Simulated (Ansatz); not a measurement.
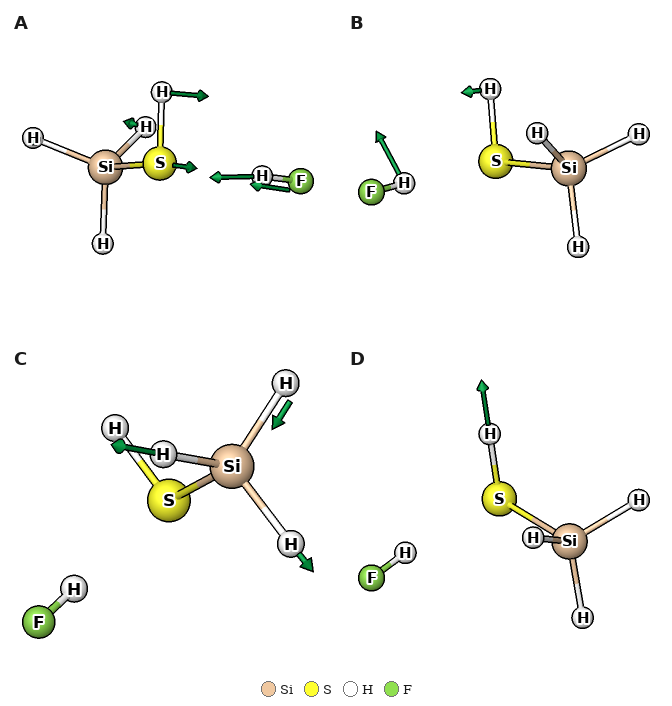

4 normal modes of one molecule or complex, as arrows. Harmonic vibrations computed with RKS PBE0-D4/def2-TZVP (Ansatz 0.2.0) at a stationary point of the same level.

Question: Match the panels to the wavenumbers 165 cm⁻¹, 610 cm⁻¹, 2258 cm⁻¹, 2707 cm⁻¹.

Answer: A: 165 cm⁻¹
B: 610 cm⁻¹
C: 2258 cm⁻¹, out-of-phase stretching of 2 Si–H bonds
D: 2707 cm⁻¹, S–H stretching
